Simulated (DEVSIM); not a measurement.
Device: Ti/Al2O3/n-Ge capacitor, at 300 K.

```tsv
layer (left to right)	material	thickness (nm)	Nd (cm⁻³)
1	Al2O3	2.40	-
2	Ge	16000	1.4e15
```

Metal gate on the left, work function 4.33 eV. Fixed charge at the semiconductor interface 0 cm⁻² (in units of +e); no interface traps.

Constants are typed, rounded textbook-type inputs, not results; the design itself was drawn at random and stands for no fabricated device. Values at 300 K.

```tsv
parameter	Al2O3	Ge
gap (eV)	6.8	0.664
affinity (eV)	1.35	4
permittivity	9	16
Nc (cm⁻³)	-	1.04e19
Nv (cm⁻³)	-	6e18
```

Model (solved in DEVSIM): 1D Poisson equation in equilibrium, Boltzmann statistics, complete ionisation; no quantum confinement or tunnelling. Metal contacts follow the ideal Schottky-Mott rule: no Fermi-level pinning, no interface dipoles.

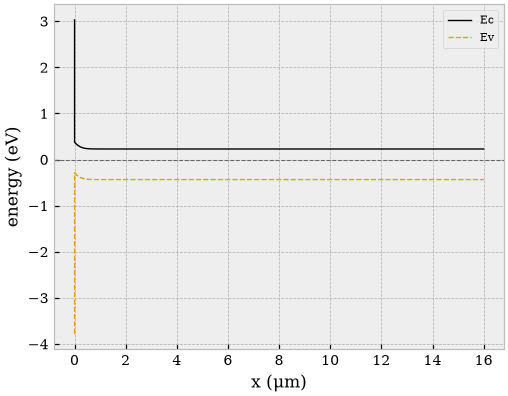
*Band edges at -0.05 V on the gate*

Energies count from the Fermi level of the right contact; mesh points crowd at the junctions.

```
x (μm)    Ec (eV)  Ev (eV)  n (cm⁻³)  p (cm⁻³)  field (V/cm)
--------  -------  -------  --------  --------  ------------
0.000       3.030   -3.770     < 1e2     < 1e2        -11000
0.001000    3.029   -3.771     < 1e2     < 1e2        -11000
0.002040    3.028   -3.772     < 1e2     < 1e2        -11000
0.003235    0.377   -0.287    4.9e12    9.0e13         -6200
0.007558    0.374   -0.290    5.4e12    8.1e13         -6200
0.01598     0.369   -0.295    6.6e12    6.7e13         -6000
0.03565     0.358   -0.306    1.0e13    4.3e13         -5700
0.1102      0.320   -0.344    4.5e13    9.8e12         -4500
0.2554      0.270   -0.394    3.1e14    1.4e12         -2500
0.6149      0.233   -0.431    1.2e15    3.5e11          -230
1.433       0.230   -0.434    1.4e15    3.1e11           ≈ 0
4.535       0.230   -0.434    1.4e15    3.1e11           ≈ 0
9.903       0.230   -0.434    1.4e15    3.1e11           ≈ 0
13.39       0.230   -0.434    1.4e15    3.1e11           ≈ 0
15.18       0.230   -0.434    1.4e15    3.1e11           ≈ 0
15.65       0.230   -0.434    1.4e15    3.1e11           ≈ 0
15.86       0.230   -0.434    1.4e15    3.1e11           ≈ 0
15.94       0.230   -0.434    1.4e15    3.1e11           ≈ 0
15.98       0.230   -0.434    1.4e15    3.1e11           ≈ 0
15.99       0.230   -0.434    1.4e15    3.1e11           ≈ 0
16.00       0.230   -0.434    1.4e15    3.1e11           ≈ 0
16.00       0.230   -0.434    1.4e15    3.1e11           ≈ 0
```
